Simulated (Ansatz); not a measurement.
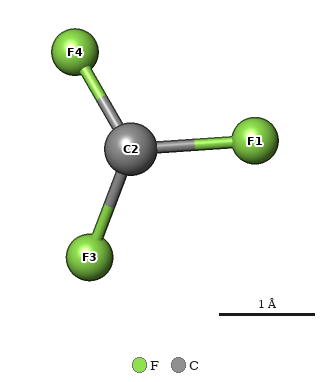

**Figure 1.** The structure as given in the input (ball-and-stick view, seen at a tilt; atoms are numbered from 1 in the order of the input).

**What a change does: single-point calculation on CF3**

System: CF3, multiplicity 2, SMILES F[C](F)F.
Method of the first run: UKS wB97M-V/def2-TZVPP (Ansatz 0.2.0).

The geometry comes from this level: PBE0-D4/def2-TZVPP. Text and figures count atoms from 1; the logs count them from 0 in places.

The input, the first run:
```yaml
crystal:
  periodic: [false, false, false]
  atoms:
    - { symbol: F, position_ang: [-0.61730507, 1.09110048, -0.03527042] }
    - { symbol: C, position_ang: [-0.11758983, -0.09653826, -0.28631267] }
    - { symbol: F, position_ang: [-0.49685229, -0.97539578, 0.61201728] }
    - { symbol: F, position_ang: [1.19016719, -0.05336644, -0.39183419] }
magnetization:
  spin_polarized: true
  initial_magnetization: 1
basis:
  gaussian: { orbitals: def2-TZVPP }
hamiltonian:
  xc: { name: wB97M-V }
```

Launched with:
```bash
ansatz run input.yaml --threads 4 --pin off --max-ram 10240MiB --backend cpu --events-out ev --progress --plain --runs-dir out
```

Hardware: 4 threads of Arm Neoverse V2, 24 GiB of memory available, shared host.

Output (the first run):
```
Engine: ansatz 0.2.0, aarch64-unknown-linux-gnu
Functional definition: wB97M-V
  parameter omega = 0.3/bohr
  parameter cx = 0.15
  parameter cx01 = 1.007
  parameter cx10 = 0.259
  parameter css00 = 0.443
  parameter css04 = -1.437
  parameter css10 = -4.535
  parameter css20 = -3.390
  parameter css43 = 4.278
  parameter cos00 = 1.000
  parameter cos10 = 1.358
  parameter cos20 = 2.924
  parameter cos21 = -8.812
  parameter cos60 = -1.390
  parameter cos61 = 9.142
  parameter b = 6.0
  parameter c = 0.01
  gx(w, u) = 1 - cx + cx01*u + cx10*w
  gss(w, u) = css00 + css04*u^4 + css10*w + css20*w^2 + css43*w^4*u^3
  gos(w, u) = cos00 + cos10*w + (cos20 + cos21*u)*w^2 + (cos60 + cos61*u)*w^6
  exchange = spin_sum(e_x_unif_sr(omega)*gx(b97_w, b97_u_x)) + cx*exact_x_sr(omega) + exact_x_lr(omega)
  correlation = spin_sum(e_c_pw_mod_same_spin*gss(b97_w, b97_u_same))
      + integral(e_c_pw_mod_opposite_spin*gos(b97_w_opposite, b97_u_opposite)) + vv10(b, c)
648 factors; their error is unknown
120 factors; integrals over basis functions are off by at most 3.8e-6 eV
mean field evaluation 1: about -9185.2549 eV, gradient 2.7e1 eV
mean field evaluation 2: about -9185.2391 eV, gradient 3.0e1 eV
mean field evaluation 4: about -9187.4929 eV, gradient 5.3e-1 eV
mean field evaluation 8: about -9187.5171 eV, gradient 2.2e-1 eV
mean field evaluation 16: about -9187.5173 eV, gradient 3.5e-5 eV
mean field -9187.51727241 eV, -337.6350322384 hartree, gradient 3.5e-5 eV, S^2 0.751549; 0 other end points of the search recorded, 0 dependent functions left out
reference -9187.51729482 eV, -337.6350330619 hartree; 17, 16 occupied and 107, 108 virtual orbitals, 648 factors
Total energy: -9187.51729482 eV, -337.6350330619 hartree
```

The input of the second run differs as follows (lines with − go, lines with + come):
```diff
-  xc: { name: wB97M-V }
+  xc: lda
```

What does this change do to the results?

The total energies belong to different methods, so their difference says nothing on which is more stable or more accurate. The functional changes from wB97M-V to LDA.

Output (the second run):
```
Engine: ansatz 0.2.0, aarch64-unknown-linux-gnu
Functional definition: SPW92
  exchange = slater_x
  correlation = pw_c
648 factors; their error is unknown
mean field evaluation 1: about -9127.6970 eV, gradient 2.3e1 eV
mean field evaluation 2: about -9125.8111 eV, gradient 3.6e1 eV
mean field evaluation 4: about -9128.9308 eV, gradient 7.7e-1 eV
mean field evaluation 8: about -9128.9228 eV, gradient 1.9e-1 eV
mean field evaluation 16: about -9128.9228 eV, gradient 1.3e-5 eV
mean field -9128.92282793 eV, -335.4817261202 hartree, gradient 1.3e-5 eV, S^2 0.750989; 0 other end points of the search recorded, 0 dependent functions left out
reference -9128.92284527 eV, -335.4817267576 hartree; 17, 16 occupied and 107, 108 virtual orbitals, 648 factors
Total energy: -9128.92284527 eV, -335.4817267576 hartree
```

The two runs side by side:

```tsv
quantity	the first run	the second run
outcome	converged	converged
total energy (hartree)	−337.635033	−335.481727
⟨S²⟩	0.752	0.751
basis functions	124	124
```
